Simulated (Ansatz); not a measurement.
# SiHCl3 (built from SMILES Cl.Cl[Si]Cl): a barrier at many levels of theory

How high is the barrier of this step (Si1–H4 formed, Si1–Cl5 formed, H4–Cl5 broken), and how far do cheaper methods land from CCSD(T)?

Method: single points in def2-TZVPP on PBE0-D4/def2-TZVP structures; program: Ansatz 0.2.0, Gaussian basis.

Levels: SPW92, PBE-D4, BLYP-D4, r2SCAN-D4, B97M-V, PBE0-D4, B3LYP-D4, r2SCAN0-D4, BHLYP-D4, CAM-B3LYP-D4, wB97X-V, wB97M-V, B2PLYP, PBE-QIDH, RPA on PBE, Hartree-Fock, MP2, CCSD, CCSD(T). The reference is CCSD(T) at the basis limit, from triple and quadruple zeta. Zero-point energies come from PBE0-D4 vibrations.

Cores are frozen in the correlated methods. B3LYP uses VWN-RPA correlation. B2PLYP carries no dispersion term here.

42 further runs of the same task are left out: 42 set aside as unsound or not needed.

### 1 Start, saddle and end, as given

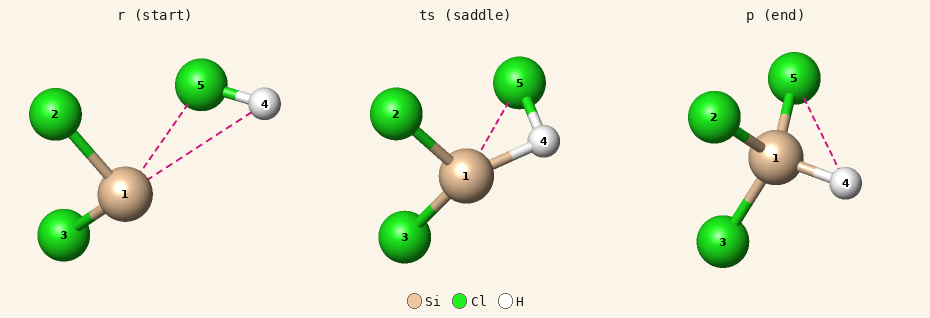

Start, saddle and end (silicon light orange, chlorine green, hydrogen white); broken lines mark the pairs that change.

Charge 0, multiplicity 1. The folders r, ts and p hold the start, the saddle and the end; their coordinates stand in the first inputs.

| pair | r (Å) | ts (Å) | p (Å) |
| --- | --- | --- | --- |
| Si1–H4 | 3.371 | 1.644 | 1.469 |
| Si1–Cl5 | 3.062 | 2.523 | 2.030 |
| H4–Cl5 | 1.281 | 1.572 | 2.874 |

### 2 SPW92/def2-TZVPP

Contents of r/in.yaml:

```yaml
crystal:
  periodic: [false, false, false]
  atoms:
    - {symbol: Si, position_ang: [-0.286949, -0.675573, -1.000487]}
    - {symbol: Cl, position_ang: [1.755095, -1.100873, -1.014087]}
    - {symbol: Cl, position_ang: [-0.970383, -2.052054, 0.409911]}
    - {symbol: H, position_ang: [-0.577248, 2.347123, 0.462942]}
    - {symbol: Cl, position_ang: [0.079485, 1.481377, 1.141620]}
basis:
  gaussian: {orbitals: def2-TZVPP}
hamiltonian: {xc: lda}
```

Contents of ts/in.yaml:

```yaml
crystal:
  periodic: [false, false, false]
  atoms:
    - {symbol: Si, position_ang: [-0.227364, -0.212416, -0.577083]}
    - {symbol: Cl, position_ang: [1.677102, -0.793204, -1.028414]}
    - {symbol: Cl, position_ang: [-1.101233, -1.762826, 0.423219]}
    - {symbol: H, position_ang: [-0.524050, 1.335528, -0.110986]}
    - {symbol: Cl, position_ang: [0.175544, 1.432918, 1.293164]}
basis:
  gaussian: {orbitals: def2-TZVPP}
hamiltonian: {xc: lda}
```

Contents of p/in.yaml:

```yaml
crystal:
  periodic: [false, false, false]
  atoms:
    - {symbol: Si, position_ang: [-0.058206, 0.069528, -0.064985]}
    - {symbol: Cl, position_ang: [1.598632, -0.554697, -1.057277]}
    - {symbol: Cl, position_ang: [-1.208188, -1.534255, 0.409187]}
    - {symbol: H, position_ang: [-0.824846, 0.985227, -0.920675]}
    - {symbol: Cl, position_ang: [0.492608, 1.034197, 1.633649]}
basis:
  gaussian: {orbitals: def2-TZVPP}
hamiltonian: {xc: lda}
```

The same command starts each run, in its folder.

Launch:

```
> ansatz run in.yaml --threads 2 --pin off --events-out ev --progress --plain --max-ram 4352MiB
```

The runs that follow: PBE-D4/def2-TZVPP; BLYP-D4/def2-TZVPP; r2SCAN-D4/def2-TZVPP; B97M-V/def2-TZVPP; PBE0-D4/def2-TZVPP; B3LYP-D4/def2-TZVPP; r2SCAN0-D4/def2-TZVPP; BHLYP-D4/def2-TZVPP; CAM-B3LYP-D4/def2-TZVPP; wB97X-V/def2-TZVPP; wB97M-V/def2-TZVPP; B2PLYP/def2-TZVPP; PBE-QIDH/def2-TZVPP; RPA on PBE/def2-TZVPP; CCSD(T)/def2-TZVPP; MP2/def2-QZVPP; Vibrations of the start structure; Vibrations of the end structure.

What does the calculation give? Wanted: barrier, CCSD(T)/CBS; reverse barrier, CCSD(T)/CBS; step energy, CCSD(T)/CBS; barrier with zero-point energy; step energy with zero-point energy; imaginary mode at the saddle; largest T1 diagnostic.

**Answer**, as computed:

| quantity | value |
| --- | --- |
| barrier, CCSD(T)/CBS | 17.1 kcal/mol |
| reverse barrier, CCSD(T)/CBS | 73.1 kcal/mol |
| step energy, CCSD(T)/CBS | -56.0 kcal/mol |
| barrier with zero-point energy | 16.3 kcal/mol |
| step energy with zero-point energy | -53.9 kcal/mol |
| imaginary mode at the saddle | 916i cm⁻¹ |
| largest T1 diagnostic | 0.013 |

**Reading.** The functionals run from B2PLYP, off by -0.6 kcal/mol, to SPW92, off by -12.3 kcal/mol, against CCSD(T)/CBS. Mean unsigned error by rung: LDA 12.3, GGA 6.1, meta-GGA 5.7, hybrid 3.2, range-separated hybrid 1.5, double hybrid 1.1 kcal/mol. PBE-D4 gives a barrier 7.9 kcal/mol too low, outside chemical accuracy (1 kcal/mol). Every functional without exact exchange puts the barrier too low, the usual mark of self-interaction error, which favours the spread-out density of a saddle. The barrier rises with the share of exact exchange, from BLYP-D4 through B3LYP-D4 to BHLYP-D4 (-4.3, -1.6, +3.1 kcal/mol). Hartree-Fock, with no correlation, is off by +13.8 kcal/mol. Zero-point motion lowers the barrier by 0.8 kcal/mol. The start structure keeps an imaginary mode: no true minimum. The restricted Hartree–Fock reference is unstable towards an unrestricted one at one or more of these structures.
